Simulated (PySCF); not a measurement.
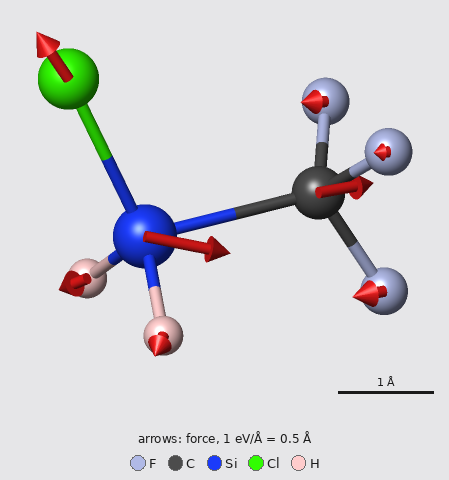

Starting geometry of CH2ClF3Si with the computed forces as red arrows. Style: ball-and-stick. Shown at a tilt.

The start comes from GFN2-xTB. Its atoms were then displaced at random by about 0.01 Å.

The calculation used PBE0-D3(BJ)/def2-SVP geometry optimisation, gas phase in PySCF. 

What follows when this structure is relaxed?

Answer. It isn't relaxed: the largest force vector, on the Si atom, is 1.93 eV/Å. The final displacements follow the starting forces only in part (cosine between the two patterns 0.76). The energy falls by 3.62 kcal/mol in 5 geometry steps. The largest move after the best rigid fit is that of the Si atom, 0.073 Å. Largest moves by element: Si 0.073 Å, C 0.047 Å, F 0.047 Å, Cl 0.045 Å, H 0.038 Å. Some distances before and after: Cl–Si 1.991 → 2.052 Å, H–Si 1.444 → 1.484 Å, C–Si 1.954 → 1.930 Å, C–F 1.352 → 1.337 Å. Bond angles that change, for instance: F–C–Si 113.7° → 108.9°, C–Si–H 103.0° → 107.5°, C–Si–H 103.8° → 107.7°.
